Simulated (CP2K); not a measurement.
Consider 3-cyanopyrrole at its PBE geometry (Å).

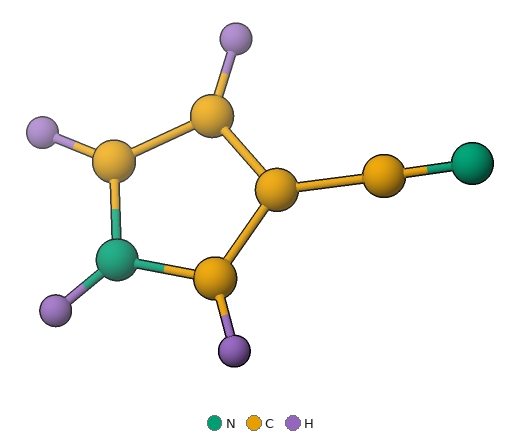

The molecule (nitrogen teal, carbon orange, hydrogen purple).

```xyz
11

N     3.3768   -0.4854    0.0901
C     2.2185   -0.3284    0.0596
C     0.8156   -0.1190    0.0201
C     0.1394    1.1438   -0.0658
C    -1.2131    0.8811   -0.0752
N    -1.3782   -0.4888    0.0009
C    -0.1618   -1.1133    0.0606
H     0.6093    2.1191   -0.1097
H    -2.0668    1.5460   -0.1245
H    -2.2721   -0.9652    0.0176
H    -0.0676   -2.1898    0.1265
```

Method: CP2K XAS_TDP, all-electron GAPW, PBEh(45%), aug-cc-pVDZ, TDA, no relativity.

Predict the bright core excitations at the N K edge.

Leading lines: N1 395.51 eV and N6 398.11 eV. The leading line of an atom is its first one with 35 % of the strongest within 2.5 eV of its lowest line over the strength cut. 

The first six lines of each atom with a strength over 0.0015:

```csv
atom,energy (eV),states,"strength, one atom"
N1 (bonded to C),395.51,2,0.1038
,400.27,2,0.0017
,401.23,1,0.0065
,401.39,1,0.0019
,401.43,1,0.0022
,403.03,1,0.0051
N6 (bonded to 2 C and H),398.11,1,0.0350
,399.43,1,0.0156
,402.06,2,0.0037
,402.26,1,0.0066
,402.47,1,0.0093
,403.06,1,0.0024
```

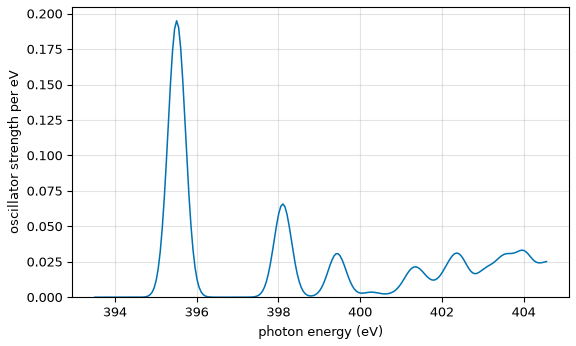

All atoms added, broadened by 0.5 eV.

Lines are vertical, at one geometry, with no vibrational structure. Without a correction of the core level, line positions, and the gaps between valence and Rydberg lines, follow the share of exact exchange. At this level such K lines come out 3 to 6 eV under measured ones. These values hold no scalar relativity, about 0.2 eV for N 1s. Rydberg lines, and the discretised continuum above threshold, depend on the basis and the box.

[Banner, clock and machine lines of the logs are left out without a mark of their own.]

[Logs are printed without paths, hosts, clocks, repeated set-up lines and the standing remarks that a program may print on its own settings, such as how far it seeks lower states.]

[Hosts, paths, dates, database ids (printed as entryN), source tags and the programs' standing remarks are cut or masked in the printed files.]
